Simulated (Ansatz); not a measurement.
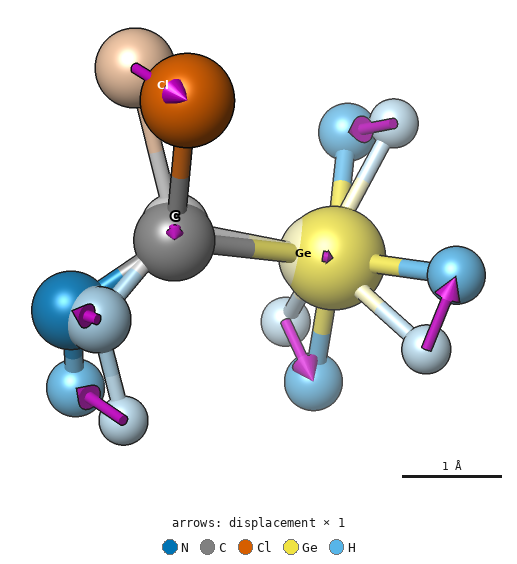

A relaxation of CH4ClGeN (coarse preliminary run). The starting structure is drawn faded, the final one solid; purple arrows show the displacements, at their true length. The two geometries are superimposed by the best rigid fit.

Style: ball-and-stick. Shown at a tilt.

The start comes from a force field.

Theory: RKS PBE-D4/def2-SVP (Ansatz 0.2.0).

Input
```yaml
crystal:
  periodic: [false, false, false]
  atoms:
    - {symbol: N, position_ang: [1.613100, 0.808600, -0.396300]}
    - {symbol: C, position_ang: [0.922600, -0.056700, 0.234500]}
    - {symbol: Cl, position_ang: [1.759400, -1.113600, 1.316000]}
    - {symbol: Ge, position_ang: [-0.900000, -0.253600, 0.009700]}
    - {symbol: H, position_ang: [1.080400, 1.482100, -1.074500]}
    - {symbol: H, position_ang: [-1.687900, 1.064400, 0.423300]}
    - {symbol: H, position_ang: [-1.259000, -0.577000, -1.468000]}
    - {symbol: H, position_ang: [-1.436400, -1.411200, 0.899500]}
basis:
  gaussian: {orbitals: def2-SVP}
hamiltonian: {xc: pbe, dispersion: d4}
relax: {f_tol: 0.03, max_steps: 200}
```

Command:
```bash
ansatz run in.yaml --threads 4 --pin off --events-out ev --progress --plain --max-ram 10444MiB
```

### What happened in the run?

The energy falls by 40.1 kJ/mol in 16 accepted moves (18 points after the start). Largest force component: 3.3 eV/Å at the start, 0.026 eV/Å at the end. The line search rejected the trial steps at points 4, 9 of the run. The forces were under the threshold at step 7, but the run went on from there. The largest move after the best rigid fit is that of Cl3, 0.93 Å. By element the largest moves are Cl 0.93 Å, H 0.84 Å, N 0.36 Å, C 0.16 Å, Ge 0.12 Å. Some distances before and after: C2–Ge4 1.847 → 1.988 Å, N1–H5 1.094 → 1.034 Å, C2–Cl3 1.728 → 1.783 Å, Ge4–H6 1.590 → 1.547 Å. Among the angles between lasting bonds that change: Cl3–C2–Ge4 119.3° → 111.0°, N1–C2–Ge4 123.2° → 130.7°, C2–N1–H5 117.5° → 110.6°. Groups turn about C2–Ge4 by about 60°.
